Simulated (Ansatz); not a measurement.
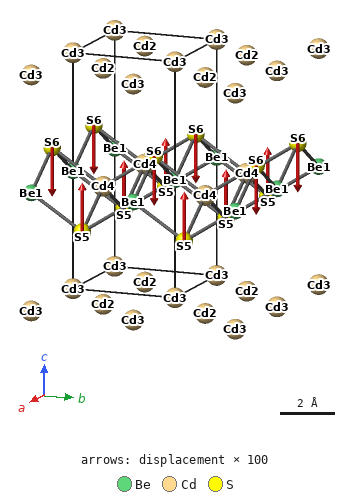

This is a relaxation of solid BeCd3S2 (a generated structure, set up in P-4m2). The starting structure is drawn; red arrows show the displacements (the part carried along by the change of the cell is left out), 100 times their true length.

A ball-and-stick model of the cell of the calculation, repeated 2 × 2 × 1 with one cell outlined, seen slightly off an axis.

Theory: DFT PBE, scalar-relativistic, plane waves, PAW in Ansatz 0.2.0.

Input file:
```yaml
crystal:
  lattice:
    - [4.1558653985, 0.0, 0.0]
    - [0.0, 4.1558653985, 0.0]
    - [0.0, 0.0, 9.1220988674]
  atoms:
    - { symbol: Be, position: [0.0, 0.0, 0.5] }
    - { symbol: Cd, position: [0.5, 0.5, 0.0] }
    - { symbol: Cd, position: [0.0, 0.0, 0.0] }
    - { symbol: Cd, position: [0.5, 0.5, 0.5] }
    - { symbol: S, position: [0.0, 0.5, 0.3545693113] }
    - { symbol: S, position: [0.5, 0.0, 0.6454306887] }
basis:
  ecutwfc: 420
kpoints:
  mp_grid: { grid: [10, 10, 4] }
hamiltonian:
  xc: pbe
scf:
  occupations: { method: gaussian, width: 0.1 }
output:
  forces: true
  stress: true
  eigenvalues: true
  write_density: true
  write_potential: true
  elf: true
  volumetric_format: npy
relax:
  adjacent_minimum: "off"
  f_tol: 0.01
  max_steps: 80
  cell: { stress_tol: 0.05 }
```

Run as
```bash
ansatz run input.yaml --threads 1 --pin off --max-ram 2560MiB --backend cpu --events-out ev --progress --plain --runs-dir out
```

Q: Atoms of which element are displaced furthest, and by how much?

A: Sulfur: up to 0.019 Å, against 0.000 Å for beryllium.

Q: What happened in the run?

A: The largest moves relative to the cell, 0.019 Å, are those of S5 and S6. S6 goes along −c. Be and Cd stay in place. The drawn cell changes as follows: a = b 4.156 → 4.114 Å (−1.0 %), c 9.122 → 9.442 Å (+3.5 %); the volume changes by +1.4 %. The space group stays P-4m2 (No. 115). The energy falls by 2.0 meV per atom in 3 accepted moves (4 points after the start). Largest force component: 0.017 eV/Å at the start, 0.0074 eV/Å at the end. The pressure goes from −0.23 to −0.03 GPa. At 1 point the geometry stayed and the basis and grid were re-selected for the new cell (energy shift of 0.1 meV per atom at most each time).

Limits of the set-up: layers or molecules are held without a dispersion correction, so their spacing is unreliable.
